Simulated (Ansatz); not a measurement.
# GeH5NTe: the cost of one run

All numbers are computed with the Python package of Ansatz 0.2.0. The levels of theory stand in the script.

## 1. The structure

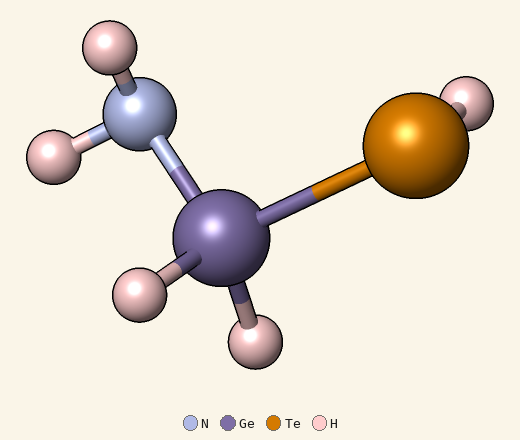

The structure that the script starts from, seen from a chosen angle (nitrogen light blue, germanium purple, tellurium orange, hydrogen pink).

The script holds or builds the structure itself.

## 2. The code

The input, geh5nte_basis.py:

```python
'''Basis-set convergence for GeH5NTe.'''

import warnings

import ansatz as az

FUNCTIONAL = 'PBE0'

warnings.simplefilter('ignore', az.DeckWarning)

geometry_ang = [
    ('N', [-1.0691, 0.3136, -0.7353]),
    ('Ge', [0.4487, 0.401, 0.256]),
    ('Te', [1.3113, -1.9786, 0.5345]),
    ('H', [-1.3329, 1.3615, -0.8998]),
    ('H', [-0.8609, -0.0322, -1.7022]),
    ('H', [0.1571, 1.035, 1.6471]),
    ('H', [1.5374, 1.2682, -0.4737]),
    ('H', [-0.0995, -2.4257, 1.3176]),
]
mol = az.Crystal.molecule()
for symbol, xyz in geometry_ang:
    mol = mol.atom(symbol, xyz)

job = mol.calculation().functional(FUNCTIONAL)

energies = {}
for basis in ['def2-SVP', 'def2-SVPD', 'def2-TZVP', 'def2-TZVPP']:
    rep = job.basis(gaussian=basis).run().report
    size = rep['n_frozen'] + rep['n_occupied'][0] + rep['n_virtual'][0]
    energies[basis] = (rep['reference_energy_ev'] / 27.211386246, rep['free_energy_ev'] / 27.211386246)
    print(f'{basis:14s} {size:4d} orbitals  reference {energies[basis][0]:14.6f} Ha  total {energies[basis][1]:14.6f} Ha')

last = energies['def2-TZVPP'][1]
for basis, (_, total) in energies.items():
    print(f'{basis:14s} lies {27.211386 * (total - last):9.4f} eV above def2-TZVPP')
```

## 3. The input behind the calls

The package turns the script's settings into the engine's input (first run):

```yaml
crystal:
  periodic: [false, false, false]
  atoms:
    - { symbol: "N", position_ang: [-1.0691, 0.3136, -0.7353] }
    - { symbol: Ge, position_ang: [0.4487, 0.401, 0.256] }
    - { symbol: Te, position_ang: [1.3113, -1.9786, 0.5345] }
    - { symbol: H, position_ang: [-1.3329, 1.3615, -0.8998] }
    - { symbol: H, position_ang: [-0.8609, -0.0322, -1.7022] }
    - { symbol: H, position_ang: [0.1571, 1.035, 1.6471] }
    - { symbol: H, position_ang: [1.5374, 1.2682, -0.4737] }
    - { symbol: H, position_ang: [-0.0995, -2.4257, 1.3176] }
basis:
  gaussian:
    orbitals: def2-SVP
hamiltonian:
  xc: pbe0
```

## 4. Running it

Command:

```bash
$ python geh5nte_basis.py
```

Q: Estimate wall time and peak memory on 1 thread of Arm Neoverse V2, shared host.

About 26 s, with a peak of 0.47 GiB.
